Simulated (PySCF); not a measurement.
# C$_{5}$H$_{5}$N$_{2}$Si (doublet): what the fields show

```xyz
13

C     3.0605   -0.0650    0.5525
C     2.0692   -0.1720   -0.1198
Si    0.5324   -0.3067   -1.1380
C    -0.8285    0.6450   -0.2051
C    -1.1328    1.9162   -0.6685
N    -1.3500    2.9531   -1.1262
N    -1.4075    0.1988    0.8825
C    -1.7741   -0.9371    1.3004
H     3.9302    0.0266    1.1377
H     0.1207   -1.7165   -1.1787
H     0.7048    0.3010   -2.4542
H    -2.0401   -1.0345    2.3404
H    -1.8892   -1.8084    0.6593
```

Geometry: GFN2-xTB.

These are results of PySCF 2.14.0, density-fitted response routines, UKS B3LYP, pcH-1 on C H N Si, non-relativistic, mean-field spin-orbit, GIAO, not measurements.

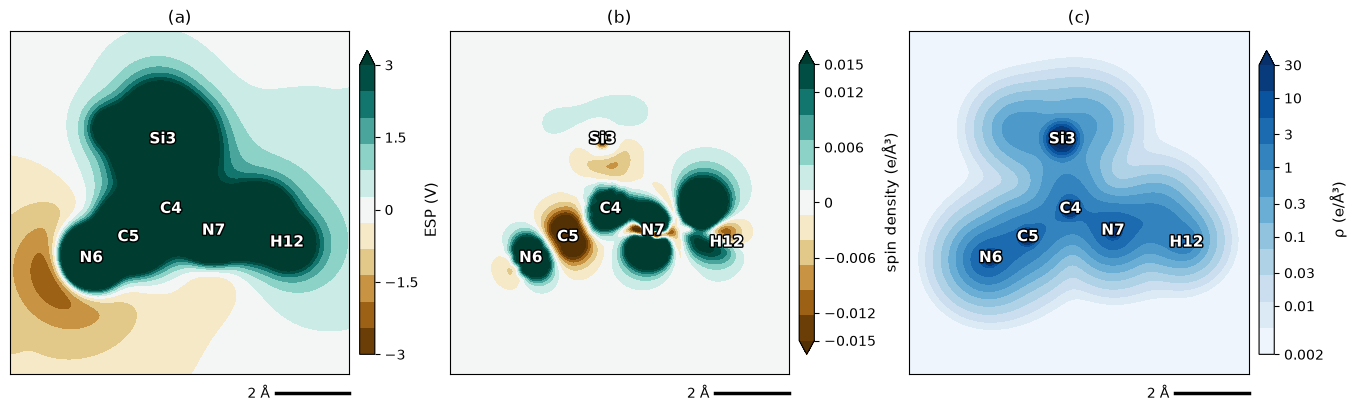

Figure 1. (a) molecular electrostatic potential; (b) spin density; (c) total electron density on the plane of atoms Si3, C4 and C5.

Q: Read the bonding off the picture.

A: The section cuts through Si, C, N and H sites.
C–N (1.15 Å): the density is about 3.5 e/Å³ at the midpoint.
C–N (1.31 Å): ρ is about 2.5 e/Å³ halfway.
C–C (1.39 Å): the density is about 2 e/Å³ at the midpoint.
The unpaired spin (1 electron) lies mostly on C4 (about 0.3), C8 (about 0.2), N6 (about 0.2) and N7 (about 0.2), in electrons by Hirshfeld's partition.
Outside the dense part of the molecule the potential is most negative (−2.3 V) near N6.

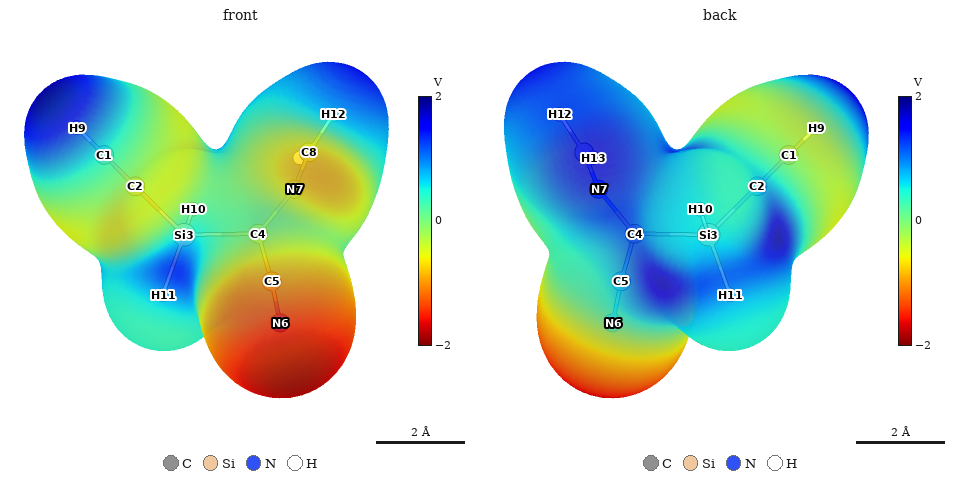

Figure 2. The electrostatic potential painted on the density surface at 0.002 e/bohr³, seen from the front and from behind; the colour scale runs from red (negative) to blue (positive).

Q: Describe the electrostatic potential map.

A: The most negative region (about −1.9 V) lies over N6, the most positive (about +1.9 V) over H9. N6 is the likeliest acceptor of a hydrogen bond.
